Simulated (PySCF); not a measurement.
# CH₇NSSi₂: NMR shifts at several levels of theory, part 2 of 2

PySCF 2.14.0. Atoms count from 0. The steps go on from the part before.

**9. Shielding tensors: LC-wPBE/pcSseg-2**

Job settings and geometry (Å):

```
{"job": {"kind": "nmr", "xc": "LC-wPBE", "basis": "pcSseg-2", "pop": false}, "charge": 0, "multiplicity": 1}
C     -1.556420     0.607896     0.704212
N     -0.694893     0.237790    -0.139581
Si    -0.772704    -1.168583    -1.181544
S      0.922524    -2.376011    -0.691966
Si     2.378836    -0.787877    -0.528023
H     -2.524314     0.091913     0.882207
H     -1.378089     1.501021     1.331468
H     -1.988583    -2.020356    -0.987875
H     -0.705193    -0.665003    -2.581748
H      3.699447    -1.469608    -0.659191
H      2.313220    -0.101332     0.792076
H      2.209694     0.199217    -1.633271
```

Level: GIAO LC-wPBE/pcSseg-2 NMR shielding, non-relativistic, gas phase.

Output:

```text
coarse grid: 11360 points
cycle   1  E = -1073.9162178842  dE =  1.789e-01  |g| = 5.079e-01  |ddm| = 2.564e+00
cycle   2  E = -1073.9396758896  dE = -2.346e-02  |g| = 4.919e-01  |ddm| = 6.463e-01
cycle   3  E = -1073.9847350158  dE = -4.506e-02  |g| = 7.675e-02  |ddm| = 2.959e-01
cycle   4  E = -1073.9861726536  dE = -1.438e-03  |g| = 3.553e-02  |ddm| = 8.659e-02
cycle   5  E = -1073.9864639745  dE = -2.913e-04  |g| = 6.061e-03  |ddm| = 3.693e-02
cycle   6  E = -1073.9864806322  dE = -1.666e-05  |g| = 1.602e-03  |ddm| = 1.122e-02
cycle   7  E = -1073.9864823284  dE = -1.696e-06  |g| = 6.021e-04  |ddm| = 4.205e-03
final grid: 95408 points
cycle   8  E = -1074.0113479127  dE = -1.064e-04  |g| = 8.893e-03  |ddm| = 2.690e-02
cycle   9  E = -1074.0113518278  dE = -3.915e-06  |g| = 5.483e-03  |ddm| = 6.568e-03
cycle  10  E = -1074.0113548452  dE = -3.017e-06  |g| = 1.312e-03  |ddm| = 3.447e-03
cycle  11  E = -1074.0113551550  dE = -3.097e-07  |g| = 2.605e-04  |ddm| = 8.001e-04
cycle  12  E = -1074.0113551857  dE = -3.072e-08  |g| = 7.448e-05  |ddm| = 2.376e-04
cycle  13  E = -1074.0113551874  dE = -1.663e-09  |g| = 1.387e-05  |ddm| = 7.913e-05
cycle  14  E = -1074.0113551876  dE = -2.285e-10  |g| = 5.223e-06  |ddm| = 4.299e-05
converged SCF energy = -1074.0113551876

GIAO shielding tensors (ppm)
atom      isotropic    diamagn.    paramagn.     s11        s22        s33       span
  0 C        1.788     248.921    -247.133   -100.854    -23.779    129.997    230.851
  1 N     -158.806     330.142    -488.947   -549.299   -205.115    277.998    827.297
  2 Si     361.172     877.565    -516.393    322.941    351.352    409.222     86.281
  3 S      815.643    1058.514    -242.870    732.918    840.456    873.555    140.637
  4 Si     399.948     877.447    -477.499    364.031    393.926    441.889     77.858
  5 H       22.797      29.493      -6.696     20.665     21.938     25.789      5.124
  6 H       22.807      30.891      -8.083     21.701     22.357     24.363      2.662
  7 H       26.158      28.718      -2.560     22.911     24.045     31.517      8.606
  8 H       25.968      28.918      -2.950     23.017     24.107     30.780      7.763
  9 H       26.749      27.521      -0.772     23.167     24.601     32.481      9.313
 10 H       26.880      29.586      -2.705     23.124     25.038     32.480      9.356
 11 H       26.511      28.942      -2.430     23.233     24.764     31.537      8.304
```

Run time: 74 s. Hardware: 1 thread of Arm Neoverse V1, shared host; peak memory 1.3 GiB.

Key values: δ C0 186.5, N1 422.9, Si2 -14.5, Si4 -53.3, H5 8.52, H6 8.51 ppm.

**10. Nuclear shieldings: PBE0/6-31G**

Same as in step 9 but for these lines:

```diff
@@ -1,2 +1,2 @@
-{"job": {"kind": "nmr", "xc": "LC-wPBE", "basis": "pcSseg-2", "pop": false}, "charge": 0, "multiplicity": 1}
+{"job": {"kind": "nmr", "xc": "PBE0", "basis": "6-31G", "pop": true}, "charge": 0, "multiplicity": 1}
 C     -1.556420     0.607896     0.704212
```

Method: GIAO PBE0/6-31G NMR shielding, non-relativistic, gas phase.

Output:

```text
coarse grid: 11360 points
cycle   1  E = -1073.5934480207  dE =  3.647e-01  |g| = 3.986e-01  |ddm| = 3.216e+00
cycle   2  E = -1073.5342393242  dE =  5.921e-02  |g| = 6.545e-01  |ddm| = 1.360e+00
cycle   3  E = -1073.6419314092  dE = -1.077e-01  |g| = 9.807e-02  |ddm| = 7.531e-01
cycle   4  E = -1073.6446539735  dE = -2.723e-03  |g| = 2.664e-02  |ddm| = 1.553e-01
cycle   5  E = -1073.6448516530  dE = -1.977e-04  |g| = 6.139e-03  |ddm| = 4.287e-02
cycle   6  E = -1073.6448653351  dE = -1.368e-05  |g| = 1.288e-03  |ddm| = 1.215e-02
cycle   7  E = -1073.6448658381  dE = -5.029e-07  |g| = 4.010e-04  |ddm| = 2.251e-03
final grid: 95408 points
cycle   8  E = -1073.5767185309  dE = -4.045e-06  |g| = 6.203e-03  |ddm| = 1.860e-02
cycle   9  E = -1073.5767079700  dE =  1.056e-05  |g| = 8.775e-03  |ddm| = 2.027e-02
cycle  10  E = -1073.5767296305  dE = -2.166e-05  |g| = 1.586e-03  |ddm| = 1.207e-02
cycle  11  E = -1073.5767302446  dE = -6.141e-07  |g| = 1.113e-04  |ddm| = 1.412e-03
cycle  12  E = -1073.5767302481  dE = -3.512e-09  |g| = 4.220e-05  |ddm| = 2.373e-04
cycle  13  E = -1073.5767302487  dE = -6.034e-10  |g| = 1.001e-05  |ddm| = 7.413e-05
converged SCF energy = -1073.5767302487

GIAO shielding tensors (ppm)
atom      isotropic    diamagn.    paramagn.     s11        s22        s33       span
  0 C       36.935     254.658    -217.722    -46.684     14.344    143.147    189.831
  1 N     -123.503     329.437    -452.941   -510.633   -140.030    280.154    790.787
  2 Si     422.436     881.134    -458.698    373.984    418.007    475.316    101.331
  3 S      867.929    1058.356    -190.427    775.871    899.455    928.460    152.590
  4 Si     467.005     879.858    -412.853    432.584    452.660    515.772     83.188
  5 H       23.319      28.588      -5.269     21.146     23.042     25.768      4.623
  6 H       23.427      29.612      -6.185     22.459     23.452     24.370      1.910
  7 H       27.224      28.819      -1.596     23.264     24.492     33.915     10.651
  8 H       26.868      28.934      -2.066     23.874     24.046     32.685      8.811
  9 H       28.210      28.423      -0.213     24.090     25.668     34.872     10.783
 10 H       28.262      28.855      -0.592     23.449     26.504     34.834     11.385
 11 H       28.063      28.629      -0.566     24.550     26.348     33.291      8.741
```

Wall time 7.2 s (1 thread of Arm Neoverse V1, shared host); peak memory 0.55 GiB.

In short: δ C0 162.6, N1 384.2, Si2 22.3, Si4 -22.3, H5 9.29, H6 9.19 ppm.

**11. Shielding tensors: PBE0/STO-3G**

Same as in step 10 but for these lines:

```diff
@@ -1,2 +1,2 @@
-{"job": {"kind": "nmr", "xc": "PBE0", "basis": "6-31G", "pop": true}, "charge": 0, "multiplicity": 1}
+{"job": {"kind": "nmr", "xc": "PBE0", "basis": "STO-3G", "pop": true}, "charge": 0, "multiplicity": 1}
 C     -1.556420     0.607896     0.704212
```

With the program's defaults for keys left out, this is: GIAO PBE0/STO-3G NMR shielding, non-relativistic, gas phase.

Output:

```text
coarse grid: 11360 points
cycle   1  E = -1061.3750403670  dE = -1.288e-01  |g| = 5.712e-01  |ddm| = 4.179e+00
cycle   2  E = -1061.2482242953  dE =  1.268e-01  |g| = 9.056e-01  |ddm| = 2.024e+00
cycle   3  E = -1061.4966875574  dE = -2.485e-01  |g| = 1.107e-01  |ddm| = 1.135e+00
cycle   4  E = -1061.5011294586  dE = -4.442e-03  |g| = 2.608e-02  |ddm| = 2.163e-01
cycle   5  E = -1061.5013288333  dE = -1.994e-04  |g| = 4.954e-03  |ddm| = 3.906e-02
cycle   6  E = -1061.5013380037  dE = -9.170e-06  |g| = 8.671e-04  |ddm| = 8.823e-03
final grid: 95408 points
cycle   7  E = -1061.4675440838  dE = -4.849e-06  |g| = 2.196e-03  |ddm| = 1.117e-02
cycle   8  E = -1061.4675446193  dE = -5.355e-07  |g| = 1.993e-03  |ddm| = 8.191e-03
cycle   9  E = -1061.4675461432  dE = -1.524e-06  |g| = 5.765e-04  |ddm| = 3.963e-03
cycle  10  E = -1061.4675462395  dE = -9.626e-08  |g| = 7.933e-05  |ddm| = 6.973e-04
cycle  11  E = -1061.4675462416  dE = -2.081e-09  |g| = 1.328e-05  |ddm| = 1.342e-04
cycle  12  E = -1061.4675462417  dE = -8.208e-11  |g| = 2.135e-06  |ddm| = 3.071e-05
converged SCF energy = -1061.4675462417

GIAO shielding tensors (ppm)
atom      isotropic    diamagn.    paramagn.     s11        s22        s33       span
  0 C      111.013     255.571    -144.557     19.093    129.224    184.724    165.631
  1 N      -12.195     322.642    -334.837   -434.970     18.996    379.390    814.361
  2 Si     529.729     870.380    -340.651    466.071    527.307    595.809    129.738
  3 S     1032.786    1045.734     -12.948    991.809   1036.377   1070.173     78.365
  4 Si     565.269     869.580    -304.311    524.756    540.556    630.495    105.739
  5 H       25.489      31.529      -6.040     21.657     25.628     29.183      7.527
  6 H       24.651      31.911      -7.260     23.859     24.565     25.530      1.672
  7 H       29.728      31.117      -1.389     25.634     26.841     36.709     11.075
  8 H       29.653      31.543      -1.890     26.021     26.977     35.963      9.942
  9 H       30.696      28.997       1.699     26.334     27.955     37.799     11.465
 10 H       30.935      32.721      -1.786     26.180     28.873     37.752     11.572
 11 H       30.668      32.296      -1.628     27.222     28.750     36.031      8.809
```

It took 3.7 s on 1 thread of Arm Neoverse V1, shared host; peak memory 0.55 GiB.

In short: δ C0 123.7, N1 306.9, Si2 -12.1, Si4 -47.7, H6 7.95, H5 7.12 ppm.

**12. Comparing the runs: NMR shifts**

Shifts (ppm) of some atoms, chosen among heavy atoms and hydrogens apart, means over like atoms, with basis size and wall time:

| run | C0 | H7 | H9 | N1 | Si2 | Si4 | S3 | functions | time |
| --- | --- | --- | --- | --- | --- | --- | --- | --- | --- |
| PBE0/pcSseg-2 | 178.8 | 5.48 | 4.78 | 422.1 | -15.1 | -53.6 | -288 | 299 | 43 s |
| mPW1PW91/pcSseg-2 | 178.5 | 5.44 | 4.75 | 421.0 | -15.5 | -53.1 | -289 | 299 | 43 s |
| WP04/pcSseg-2 | 174.5 | 4.81 | 4.15 | 404.4 | -20.0 | -46.8 | -276 | 299 | 45 s |
| B97-2/pcSseg-2 | 174.4 | 5.38 | 4.69 | 408.3 | -16.4 | -52.2 | -281 | 299 | 46 s |
| BHandHLYP/pcSseg-2 | 177.0 | 5.19 | 4.56 | 425.0 | -17.8 | -52.3 | -291 | 299 | 45 s |
| CAM-B3LYP/pcSseg-2 | 180.5 | 5.33 | 4.68 | 432.3 | -16.8 | -55.0 | -285 | 299 | 63 s |
| wB97X-D/pcSseg-2 | 180.2 | 5.37 | 4.70 | 421.6 | -15.9 | -53.4 | -294 | 299 | 61 s |
| LC-wPBE/pcSseg-2 | 186.5 | 5.25 | 4.60 | 422.9 | -14.5 | -53.3 | -315 | 299 | 74 s |
| PBE0/6-31G | 162.6 | 5.57 | 4.43 | 384.2 | 22.3 | -22.3 | -327 | 71 | 7.2 s |
| PBE0/STO-3G | 123.7 | 2.91 | 1.84 | 306.9 | -12.1 | -47.7 | -408 | 44 | 3.7 s |

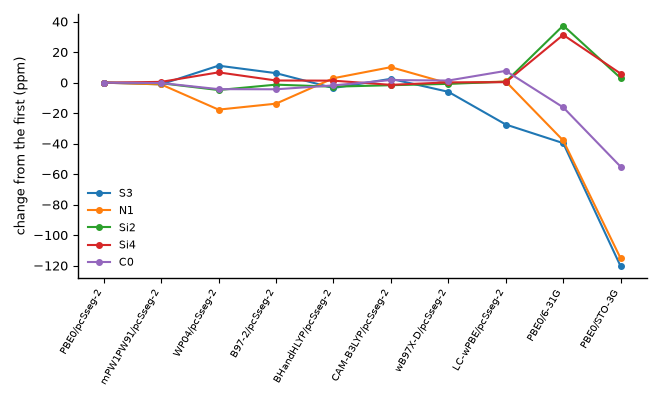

How five of the tabulated atoms move from run to run.

**13. What came out**

The summary covers parts 1 to 2.

```
                                                              quantity                                             value
                                13C shifts against TMS (PBE0/pcSseg-2)                                         178.8 ppm
1H shifts against TMS (PBE0/pcSseg-2, means over atoms taken as alike)                        8.67, 8.57, 5.48, 4.78 ppm
                                15N shifts against NH3 (PBE0/pcSseg-2)                                         422.1 ppm
                               29Si shifts against TMS (PBE0/pcSseg-2)                                  -15.1, -53.6 ppm
                                33S shifts against CS2 (PBE0/pcSseg-2)                                          -288 ppm
                        range of the shift of S3 (minimal bases aside)                                  -327 to -276 ppm
                                         property runs in this session  10, of which 0 failed and 1 gave unsound results
```

What this shows: Single values in the summary come from the first sound run of each kind (PBE0/pcSseg-2), which need not be the best level. At PBE0/pcSseg-2: The widest tensor belongs to N1: span 805 ppm, with a paramagnetic part of -491 ppm. Leaving out the minimal-basis runs, which are unusable for shieldings: Across the 9 runs the shift of S3 moves most, between -327 (PBE0/6-31G) and -276 ppm (WP04/pcSseg-2).
